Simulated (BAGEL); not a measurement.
**HF/def2-TZVPPD (density fitting with cc-pvqz-jkfit) run of [NO2]− (SMILES O=N[O-])**

What is the vertical singlet–triplet gap of [NO2]− at HF/def2-TZVPPD (density fitting with cc-pvqz-jkfit)? 

The calculation is run with BAGEL 1.2.2.

1 further run of the same task is left out (it didn't finish). Runs told in other sessions of the task aren't counted.

### Step 1. The system as given

[NO2]−: 3 atoms, total charge -1, spin state singlet. SMILES: `O=N[O-]`. The shape is that of a PBE0-D4/def2-TZVPD optimisation.

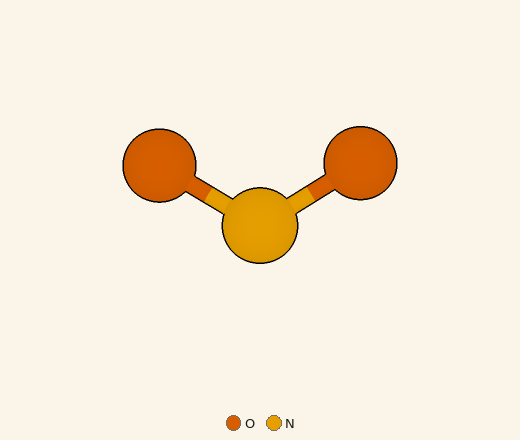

The structure, seen from a chosen angle (oxygen orange, nitrogen amber).

### Step 2. A single-point energy at HF/def2-TZVPPD (density fitting with cc-pvqz-jkfit)

File input.json:

```json
{ "bagel" : [

{
  "title" : "molecule",
  "basis" : "def2-tzvppd.json",
  "df_basis" : "cc-pvqz-jkfit",
  "angstrom" : "true",
  "geometry" : [
    { "atom" : "O", "xyz" : [    0.322840,    0.992650,    0.287620 ] },
    { "atom" : "N", "xyz" : [    0.325750,   -0.245400,    0.151990 ] },
    { "atom" : "O", "xyz" : [   -0.648590,   -0.747260,   -0.439610 ] }
  ]
},
{ "title" : "hf", "charge" : -1 },
{ "title" : "print", "file" : "orbitals.molden", "orbitals" : "true" }

]}
```

The basis set def2-TZVPPD is read from a file made from the Basis Set Exchange's data (not shown).

On the command line:

```console
$ BAGEL_NUM_THREADS=1 BAGEL input.json > input.out
```

What it wrote:

```text
* using 1 threads per process

  ===============================================================
  ===============================================================

  *** Geometry ***

  { "atom" : "O", "xyz" : [      0.610079,      1.875837,      0.543523 ] },
  { "atom" : "N", "xyz" : [      0.615578,     -0.463739,      0.287219 ] },
  { "atom" : "O", "xyz" : [     -1.225657,     -1.412117,     -0.830743 ] },

  Number of auxiliary basis functions:      318

  Since a DF basis is specified, we compute 2- and 3-index integrals:
    o Being stored without compression. Storage requirement is 0.035 GB

  Number of basis functions:      117
  Number of electrons      :       23

    * METHOD: MOLECULE                             0.13

  *** RHF ***

  === Nuclear Repulsion ===
    63.5524637009

      * DIIS with orbital gradients will be used.

  === RHF iteration (def2-tzvppd.json) ===
      0       -203.81741172          0.02792581           0.03
      1       -204.00735898          0.02157974           0.03
      2       -204.17087368          0.00226406           0.03
      3       -204.17358104          0.00094997           0.03
      4       -204.17426437          0.00020819           0.03
      5       -204.17432572          0.00007742           0.03
      6       -204.17433368          0.00001917           0.03
      7       -204.17433408          0.00000555           0.03
      8       -204.17433411          0.00000260           0.03
      9       -204.17433412          0.00000125           0.03
     10       -204.17433412          0.00000044           0.03
     11       -204.17433412          0.00000013           0.03
     12       -204.17433412          0.00000004           0.03
     13       -204.17433412          0.00000002           0.03
     14       -204.17433412          0.00000001           0.03
     15       -204.17433412          0.00000000           0.03
    * SCF iteration converged.

    * Permanent dipole moment:
           (   -0.183830,     0.138453,    -0.085776) a.u.

    * METHOD: HF                                   0.64

    * METHOD: PRINT                                0.03

  ===============================================================
```

Run time: 0.94 s. Hardware: 1 thread of Arm Neoverse V1, shared host.

### Step 3. The triplet, same level

Changes to input.json since step 2:

```diff
@@ -6,3 +6,3 @@
   "df_basis" : "cc-pvqz-jkfit",
-  "angstrom" : "true",
+  "angstrom" : true,
   "geometry" : [
@@ -13,4 +13,12 @@
 },
-{ "title" : "hf", "charge" : -1 },
-{ "title" : "print", "file" : "orbitals.molden", "orbitals" : "true" }
+{
+  "title" : "uhf",
+  "charge" : -1,
+  "nopen" : 2
+},
+{
+  "title" : "print",
+  "file" : "orbitals.molden",
+  "orbitals" : true
+}
```

The basis set def2-TZVPPD is read from a file made from the Basis Set Exchange's data (not shown).

On the command line:

```console
$ BAGEL_NUM_THREADS=1 BAGEL input.json > input.out
```

What it wrote:

```text
* using 1 threads per process

  ===============================================================
  ===============================================================

  *** Geometry ***

  { "atom" : "O", "xyz" : [      0.610079,      1.875837,      0.543523 ] },
  { "atom" : "N", "xyz" : [      0.615578,     -0.463739,      0.287219 ] },
  { "atom" : "O", "xyz" : [     -1.225657,     -1.412117,     -0.830743 ] },

  Number of auxiliary basis functions:      318

  Since a DF basis is specified, we compute 2- and 3-index integrals:
    o Being stored without compression. Storage requirement is 0.035 GB

  Number of basis functions:      117
  Number of electrons      :       23

    * METHOD: MOLECULE                             0.13

  *** Open-shell HF ***

  === Nuclear Repulsion ===
    63.5524637009

      * DIIS with orbital gradients will be used.

  === UHF iteration (def2-tzvppd.json) ===
      0       -203.77928224          0.05026777           0.07
      1       -203.96730392          0.03779051           0.07
      2       -204.03624227          0.02764968           0.07
      3       -204.10732800          0.00198096           0.07
      4       -204.10827862          0.00072948           0.07
      5       -204.10872030          0.00020976           0.07
      6       -204.10880177          0.00009017           0.08
      7       -204.10882024          0.00004534           0.07
      8       -204.10882299          0.00002679           0.07
      9       -204.10882399          0.00001153           0.07
     10       -204.10882411          0.00000527           0.07
     11       -204.10882414          0.00000288           0.07
     12       -204.10882415          0.00000126           0.07
     13       -204.10882415          0.00000058           0.07
     14       -204.10882415          0.00000032           0.07
     15       -204.10882415          0.00000018           0.07
     16       -204.10882415          0.00000012           0.07
     17       -204.10882415          0.00000007           0.07
     18       -204.10882415          0.00000003           0.07
     19       -204.10882415          0.00000002           0.07
     20       -204.10882415          0.00000001           0.07
     21       -204.10882415          0.00000001           0.07
    * SCF iteration converged.

    * S^2 (UHF) is 2.0522

    * Permanent dipole moment:
           (   -0.256889,     0.193492,    -0.119864) a.u.

    * METHOD: UHF                                  1.71

    * METHOD: PRINT                                0.03

  ===============================================================
```

It took 2 s on 1 thread of Arm Neoverse V1, shared host.

### Step 4. Outcome

At HF/def2-TZVPPD (density fitting with cc-pvqz-jkfit):

| quantity | value |
| --- | --- |
| singlet: total energy | -204.17433 Eh |
| singlet: HOMO energy | -4.21 eV |
| singlet: LUMO energy | 6.46 eV |
| singlet: HOMO–LUMO gap (to an unbound level, set by the basis) | 10.67 eV |
| triplet: total energy | -204.10882 Eh |
| triplet: ⟨S²⟩ | 2.052 |
| vertical energy of the triplet above the singlet | 1.783 eV |

At this shape the triplet lies 1.78 eV (41 kcal/mol) above the singlet.
